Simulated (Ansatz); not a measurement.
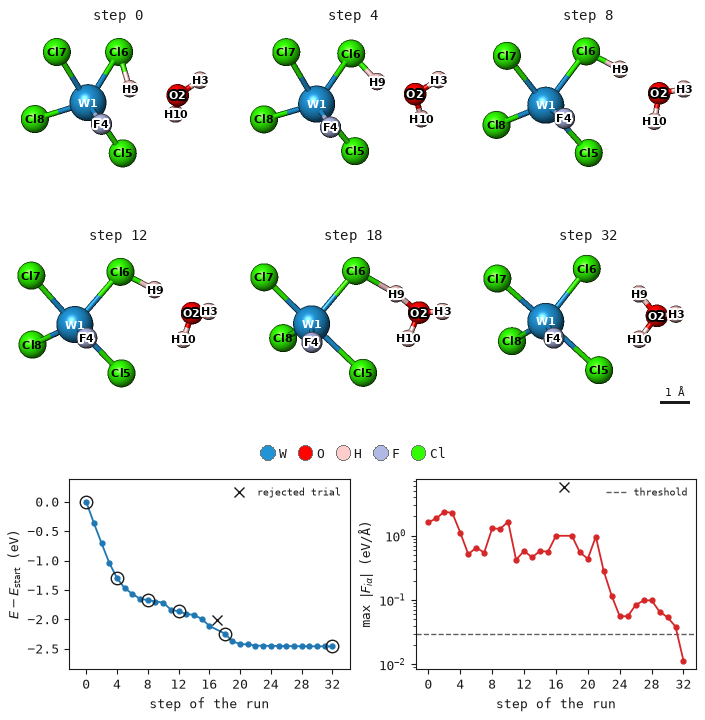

Frames of a relaxation of WH$_{3}$OCl$_{4}$F, marked on the history of the run. A ball-and-stick model, seen at a tilt.

The run prepares an end point of a later path (reaction) calculation, from a guessed geometry.

All numbers below come from RHF/def2-SVP in Ansatz. (no spin polarisation; force threshold 0.03 eV/Å; at most 50 steps)

**Describe the path.**

After 31 accepted moves (32 points after the start) the energy has fallen by 2.459 eV. The largest force component goes from 1.6 to 0.011 eV/Å. The line search rejected the trial step at point 17 of the run. The atom that moves furthest after the best rigid fit is H9 (1.46 Å). By element the largest moves are H 1.46 Å, O 1.33 Å, Cl 1.06 Å, F 0.76 Å, W 0.51 Å. Near-neighbour distances that change, for instance: W1–H9 1.784 → 3.575 Å, O2–H9 2.077 → 0.982 Å, W1–O2 3.131 → 4.057 Å, Cl6–H9 1.402 → 2.089 Å. New bonds form, among them: O2–H9 (2.08 → 0.98 Å). Bonds break, among them: Cl6–H9 (1.40 → 2.09 Å). Bond angles that change, for instance: F4–W1–Cl6 132.0° → 113.4°, F4–W1–Cl8 124.7° → 137.5°, F4–W1–Cl5 90.9° → 84.4°. The run took 97 s on 4 threads of Arm Neoverse V1, on a shared host, peak memory 0.5 GiB. From step 0 to 4: H9 moves most (0.65 Å), energy −1.297 eV. From step 4 to 8: O2 moves most (0.62 Å), energy −0.374 eV. From step 8 to 12: H10 moves most (0.52 Å), energy −0.192 eV. From step 12 to 18: Cl8 moves most (0.66 Å), energy −0.378 eV. From step 18 to 32: H9 moves most (0.34 Å), energy −0.219 eV.

```
step  E − E(0), eV  largest force component, eV/Å      note
   0        0.0000                         1.6143          
   1       -0.3640                         1.8673          
   2       -0.7074                         2.3646          
   3       -1.0408                         2.2569          
   4       -1.2967                         1.1171          
   5       -1.4702                         0.5161          
   6       -1.5661                         0.6534          
   7       -1.6506                         0.5474          
   8       -1.6709                         1.3044          
   9       -1.6958                         1.2766          
  10       -1.7133                         1.6554          
  11       -1.8350                         0.4229          
  12       -1.8629                         0.5800          
  13       -1.9080                         0.4612          
  15       -1.9912                         0.5647          
  16       -2.1106                         0.9978          
  17       -2.0095                         5.6339  rejected
  18       -2.2404                         0.9986          
  19       -2.3733                         0.5525          
  20       -2.4192                         0.4386          
  22       -2.4456                         0.2806          
  23       -2.4485                         0.1159          
  24       -2.4505                         0.0561          
  25       -2.4525                         0.0561          
  26       -2.4542                         0.0838          
  27       -2.4563                         0.0987          
  29       -2.4579                         0.0661          
  30       -2.4587                         0.0541          
  31       -2.4588                         0.0387          
  32       -2.4590                         0.0114
```

Limits of the set-up: Hartree-Fock leaves out electron correlation.
